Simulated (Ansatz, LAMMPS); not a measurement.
# Glassy 25SiO2-50B2O3-12CaO-12Na2O (mol %) (62 atoms): support functions against a reference, part 3 of 3

Wanted: errors and times of a linear-scaling basis for glassy 25SiO2-50B2O3-12CaO-12Na2O (mol %) (62 atoms). A setting counts as converged where the r.m.s. difference of forces stays under 1 % of the r.m.s. force.

Ansatz 0.2.0; Kohn-Sham DFT, PBE, PAW (set soft_2), plane waves.

The cell: 4 Si, 16 B, 2 Ca, 4 Na and 36 O. The quench rate of 20 K/ps far exceeds what a furnace or splat quench reaches. The starting topology of bonds comes from the classical model. Only the Γ point is sampled, in a cell whose shortest periodic width is 9 Å.

So far. Step 11 (Support functions medium, radius 3.98 Å): Forces differ from the reference by 0.21 meV/Å r.m.s., 0.017 % of their size, well within a tolerance of 1 %; the energy by -0.78 meV/atom. It took 11 times the reference's time (shared host, so rough).

## Step 12: Another setting: basis.ecutwfc = "700 eV", scf.n_extra_bands = 2 and total_charge = -1

Changed here: basis.ecutwfc = "700 eV", scf.n_extra_bands = 2 and total_charge = -1.

This step: Kohn-Sham DFT, PBE, PAW (set soft_2), plane waves (Ansatz 0.2.0).

Contents of input.yaml:

```yaml
crystal:
  lattice:
    - [9.09236, 0.0, 0.0]
    - [0.0, 9.09236, 0.0]
    - [0.0, 0.0, 9.09236]
  atoms:
    [... the 62 atom lines of step 3 ...]
kpoints:
  mp_grid: { grid: [1, 1, 1] }
hamiltonian:
  xc: pbe
scf:
  occupations: { method: fixed }
  n_extra_bands: 2
output:
  forces: true
  stress: true
  populations: true
  dos:
    method: { smearing: { sigma: 0.08 } }
    de: 0.1
    projected: { site_lists: { B: [B], Ca: [Ca], Na: [Na], O: [O], Si: [Si] } }
  eigenvalues: true
basis:
  ecutwfc: "700 eV"
total_charge: -1
```

Run with:

```
$ ansatz run input.yaml --threads 4 --pin off --max-ram 8192MiB --backend cpu --events-out ev --progress --plain --runs-dir out
```

Numbers of over 12 decimals in the logs are rounded to 6 here.

Output:

```text
Error: inconsistent input (scf.occupations.method, magnetization): a σ = 0 step fill (method: fixed, or a smearing width below the step floor) cannot realise an odd electron count (337) without a locked total moment — the per-k integer fill puts the same N_el/2 bands in each spin channel; [...]
```

Run time: 0.06 s. Hardware: 4 threads of Arm Neoverse V1, shared host; peak memory 0.084 GiB.

The program refused the input before any cycle.

The program's message: “Error: inconsistent input (scf.occupations.method, magnetization): a σ = 0 step fill (method: fixed, or a smearing width below the step floor) cannot realise an odd electron count (337) without a lock …”

Runs without a result: support functions high (refused); support functions high (refused); basis.ecutwfc = "700 eV", scf.n_extra_bands = 2 and total_charge = -1 (refused).

## Step 13: Cost against change

Each row is set against the plane-wave reference (Kohn-Sham DFT, PBE, PAW (set soft_2), plane waves; r.m.s. force component 1.19 eV/Å). Energies are set beside the reference only for runs with its functional, potentials and electron count. Times are for 4 threads of Arm Neoverse V1, shared host. The reference's time includes the DOS, the stress and grids, which some other runs skip.

| run | Δ force, r.m.s. (meV/Å) | share of r.m.s. force (%) | Δ energy (meV/atom) | Δ gap (eV) | cycles | time | host memory (GiB) |
| --- | --- | --- | --- | --- | --- | --- | --- |
| reference | - | - | - | - | 10 | 8.6 s | 0.88 |
| plane waves at 750 eV (750 eV) | 0.939 | 0.0787 | -3.94 | 4.0e-4 | 10 | 12 s | 1.7 |

## Step 14: What each setting buys

Differences are against the run with plane waves at 750 eV (Kohn-Sham DFT, PBE, PAW (set soft_2), plane waves), whose r.m.s. force component is 1.19 eV/Å. Energies are set beside the reference only for runs with its functional, potentials and electron count. Times are for 4 threads of Arm Neoverse V1, shared host.

```csv
run,"Δ force, r.m.s. (meV/Å)",share of r.m.s. force (%),Δ energy (meV/atom),Δ gap (eV),cycles,time,host memory (GiB)
reference,-,-,-,-,10,12 s,1.7
support functions medium,0.267,0.0224,-0.784,-6.0e-4,14,93 s,2.7
support functions low,0.319,0.0267,-0.783,-6.0e-4,13,83 s,2.6
"support functions medium, radius 3.45 Å",0.306,0.0256,-0.784,-5.0e-4,14,87 s,2.5
"support functions medium, radius 3.74 Å",0.242,0.0203,-0.784,-5.0e-4,14,1.8 min,2.9
"support functions medium, radius 3.98 Å",0.207,0.0173,-0.784,-5.0e-4,14,2.2 min,3.3
```

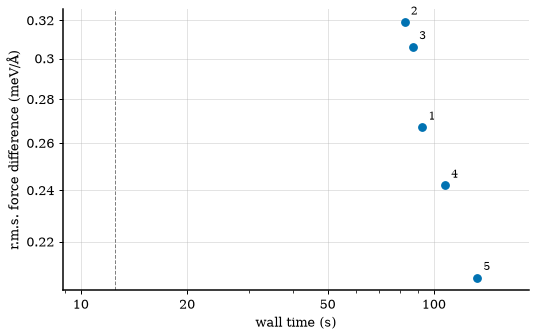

Force difference from the reference against wall time; the dashed line marks the reference's time. Points: 1 support functions medium; 2 support functions low; 3 support functions medium, radius 3.45 Å; 4 support functions medium, radius 3.74 Å; 5 support functions medium, radius 3.98 Å.

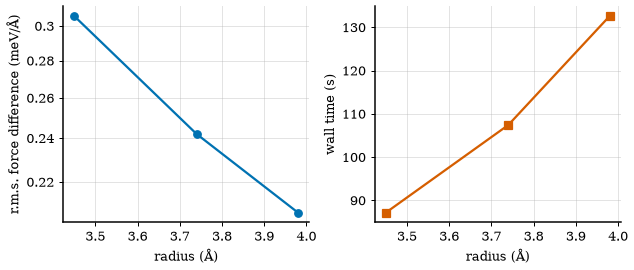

Force difference and time against the radius.

## Step 15: The first run in detail

The first run, on the default basis, asked for the full analyses, so its electronic structure is set out here.

Length of the force by element:

```
element  coordination  atoms  mean length of the force (eV/Å)  spread  least  most
      B           all     16                             2.57    1.14  0.216  4.65
     Ca           all      2                             1.73   0.519   1.21  2.25
     Na           all      4                            0.686   0.269  0.436  1.12
      O           all     36                             1.55   0.836  0.152  3.92
     Si           all      4                             2.02   0.570   1.35  2.83
```

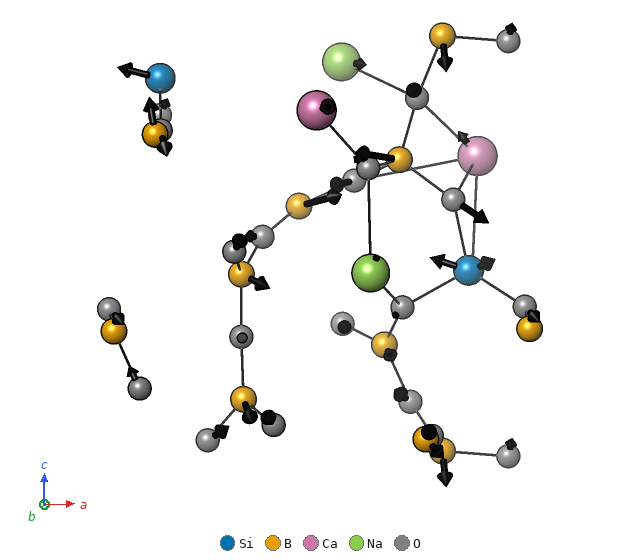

Forces as arrows; the longest in the cell is 4.65 eV/Å. Drawn is a slice 5 Å thick, seen along the normal of the ac plane.

Löwdin charges by element (they lack the spilled electrons, 0.052 e an atom on average):

```
element  coordination  atoms  mean charge (e)  spread   least    most
      B           all     16            0.607  0.0443   0.513   0.680
     Ca           all      2             1.79  0.0076    1.79    1.80
     Na           all      4            0.822  0.0167   0.805   0.849
      O           all     36           -0.562   0.154  -0.996  -0.359
     Si           all      4             1.73  0.0402    1.68    1.79
```

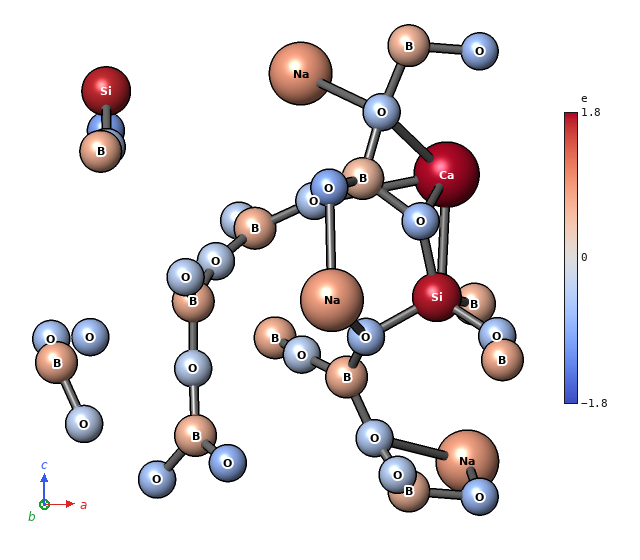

Atoms coloured by Löwdin charge. Drawn is a slice 6 Å thick, seen along the normal of the ac plane. Bonds to atoms that aren't drawn are left out.

Density of states as counts of states in windows of 1 eV (from the Fermi level), total and the larger projections:

```csv
from (eV),to (eV),total,O p,B p,O s
-18,-17,4.5,0.1,0.6,3.4
-17,-16,0.8,0.0,0.1,0.6
-16,-15,1.2,0.0,0.2,0.9
-15,-13,0.0,0.0,0.0,0.0
-13,-12,4.1,2.9,0.2,0.1
-12,-11,9.7,6.7,0.8,0.2
-11,-10,10.4,7.2,1.3,0.3
-10,-9,15.6,10.9,2.8,0.2
-9,-8,18.9,13.2,4.0,0.2
-8,-7,10.0,7.1,2.2,0.1
-7,-6,17.5,13.5,2.6,0.7
-6,-5,25.9,21.7,1.9,1.0
-5,-4,32.7,29.4,1.5,0.7
-4,-3,34.6,32.4,0.7,0.4
-3,-2,18.7,17.7,0.4,0.2
-2,-1,13.9,13.1,0.3,0.1
-1,0,3.2,3.0,0.0,0.0
0,1,0.8,0.8,0.0,0.0
1,2,2.0,0.2,0.4,0.2
2,3,2.4,0.3,1.2,0.1
3,4,9.8,1.3,3.9,0.5
4,5,20.6,2.7,6.8,1.0
```

With fixed occupations the program's Fermi level is the highest filled level; weight inside the gap is the broadening of levels at its edges.

Between -26 and -18 eV lie 101 more states.

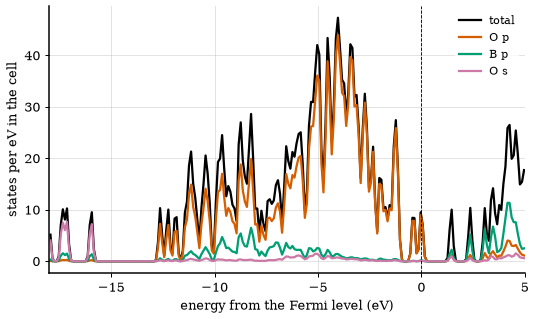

Total and projected density of states, with the broadening of the input.

The levels nearest the highest filled one (over half full), pooled over k-points and spins:

| level less the highest filled one (eV) | occupation |
| --- | --- |
| -1.35 | 2 |
| -1.28 | 2 |
| -1.21 | 2 |
| -1.15 | 2 |
| -0.383 | 2 |
| 0 | 2 |
| 1.45 | 0 |
| 2.36 | 0 |
| 3.08 | 0 |
| 3.38 | 0 |
| 3.51 | 0 |
| 3.75 | 0 |

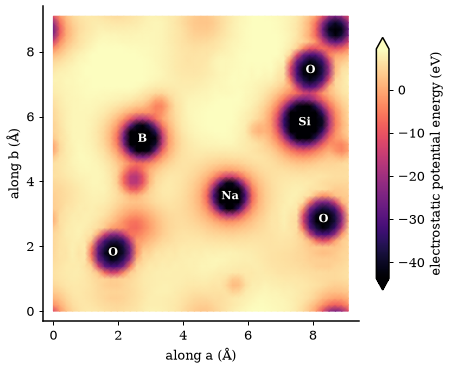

Electrostatic potential energy in the ab plane at fractional z = 0.458, with atoms of Si and B and Na and O within 0.2 Å of it. With pseudopotentials it is smooth inside the atoms' cores, unlike the true potential. The map starts off the cell's origin, so that atoms lie inside it.

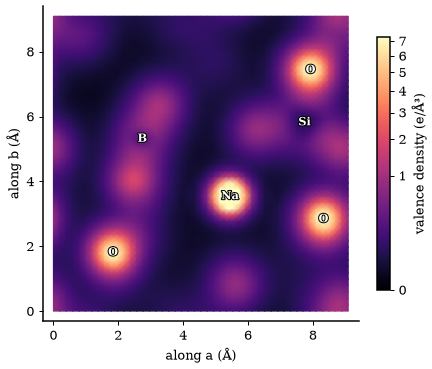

Valence density in the ab plane at fractional z = 0.458, with atoms of Si and B and Na and O within 0.2 Å of it. It is the smooth field of the valence electrons, not physical close to the nuclei. The map starts off the cell's origin, so that atoms lie inside it. The colour scale is stretched toward low values.

Mean Löwdin charges: B +0.61, Ca +1.79, Na +0.82, O -0.56, Si +1.73 e (they miss 0.97 % of the electrons, so they add up to more than the cell's charge).

## Step 16: Structure statistics

These statistics describe the geometry on which the runs were made.

Density 2.28 g/cm³, 12.12 Å³ an atom.

Pair distribution functions g(r), in bins of 0.2 Å:

```csv
r (Å),total,O-O,O-B,O-Na,O-Si,O-Ca,B-B
1.30,1.65,0.00,5.50,0.00,0.00,0.00,0.00
1.50,2.44,0.00,7.96,0.00,0.83,0.00,0.00
1.70,0.88,0.00,0.00,0.00,11.65,0.00,0.00
1.90,0.00,0.00,0.00,0.00,0.00,0.00,0.00
2.10,0.00,0.00,0.00,0.00,0.00,0.00,0.00
2.30,0.93,1.91,0.09,1.48,0.00,3.82,0.00
2.50,1.41,3.14,0.16,2.01,0.00,2.79,0.35
2.70,1.00,1.42,0.21,0.87,0.00,1.21,3.75
2.90,0.83,0.60,0.25,1.96,0.25,0.49,1.41
3.10,0.73,0.67,0.37,1.33,1.09,0.41,0.47
3.30,0.84,0.63,1.04,0.38,0.77,0.00,0.65
3.50,1.36,0.87,2.04,1.18,0.84,1.34,0.95
3.70,1.34,0.92,2.38,0.61,1.55,1.50,0.34
3.90,1.23,0.85,1.54,1.10,2.87,0.54,1.23
4.10,0.82,0.60,0.83,0.98,0.86,1.71,0.97
4.30,0.88,0.87,0.65,1.12,0.89,1.36,1.64
```

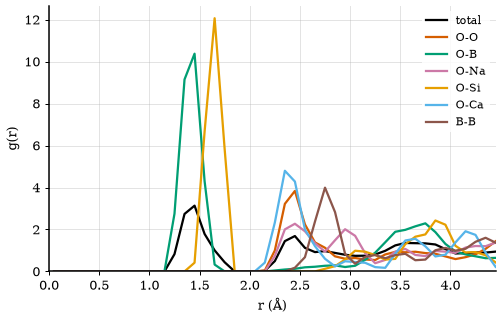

Pair distribution functions, lightly smoothed.

Local excerpt of 8 atoms (numbers count through the whole input) about O43, whose charge lies farthest from its element's mean; x, y, z are measured from there.

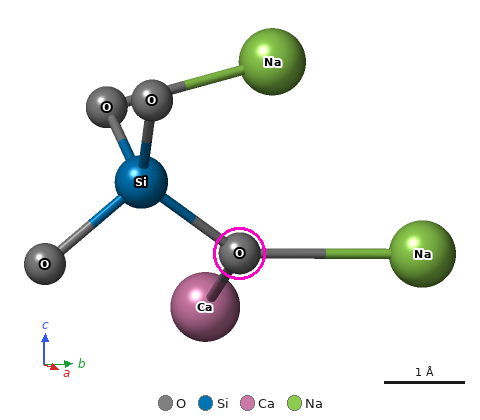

The atoms of the table, within 3.0 Å (arrows a, b, c point along x, y, z); some may hide others; the central atom is ringed.

| atom | x | y | z | distance (Å) | Löwdin charge (e) | Fx | Fy | Fz (eV/Å) |
| --- | --- | --- | --- | --- | --- | --- | --- | --- |
| O43 | 0.00 | 0.00 | 0.00 | 0.00 | -1.00 | 0.36 | 0.49 | 0.67 |
| Si4 | -0.09 | -1.35 | 0.93 | 1.64 | 1.68 | -2.42 | 1.36 | 0.54 |
| Ca21 | -2.11 | 0.45 | -0.98 | 2.37 | 1.79 | -0.74 | 0.00 | 0.96 |
| Na23 | 0.39 | 2.35 | -0.01 | 2.38 | 0.82 | -0.33 | -0.36 | -0.04 |
| O62 | -1.56 | -1.23 | 1.68 | 2.60 | -0.70 | 0.22 | 0.63 | 0.76 |
| O38 | -0.16 | -2.60 | -0.11 | 2.61 | -0.56 | 0.24 | -1.61 | -1.39 |
| O32 | 0.93 | -1.67 | 2.11 | 2.85 | -0.61 | 1.26 | 1.05 | 0.69 |
| Na26 | -1.65 | 1.06 | 2.20 | 2.95 | 0.80 | -0.53 | 0.14 | 0.42 |

## Step 17: Results

| Quantity | Value |
| --- | --- |
| free energy per atom | -566.0984 eV/atom |
| pressure | -3.423 GPa |
| r.m.s. force component | 1.193 eV/Å |
| gap (highest filled to lowest empty level) | 1.447 eV |
| wall time of the 7 DFT runs | 8.7 min |

In words: Against plane waves at 750 eV, the forces differ by 0.27 meV/Å (0.022 %) with support functions medium, and by 0.21 meV/Å in the closest run (support functions medium, radius 3.98 Å). At 62 atoms the fastest of the runs at a preset level, support functions low, takes 6.6 times the time of plane waves, in 13 SCF cycles against 10. Differences between support functions and plane waves include what basis error the plane-wave run still has. As the radius goes from 3.45 to 3.98 Å, the force difference goes from 0.31 to 0.21 meV/Å, and the time from 87 s to 2.2 min.

Between filled and empty levels lie 1.45 eV (at Γ alone); a semilocal functional tends to put such gaps too low. In a disordered cell it changes from sample to sample, and tail or defect levels can set it.

**Limits.** The force components of 1.2 eV/Å r.m.s. hold both thermal displacement and the mismatch between the potential that made the cell and DFT. The stress is far from hydrostatic: its diagonal is -0.4, -4.8, -5.1 GPa, compression counted positive. The pressure of -3.4 GPa is that of one thermal frame, in which the classical model's bond lengths enter as well as the volume, without the kinetic term.

[Logs are printed without paths, hosts, clocks, repeated set-up lines and the standing remarks that a program may print on its own settings, such as how far it seeks lower states.]

[Hosts, paths, dates, database ids (printed as entryN), source tags and the programs' standing remarks are cut or masked in the printed files.]
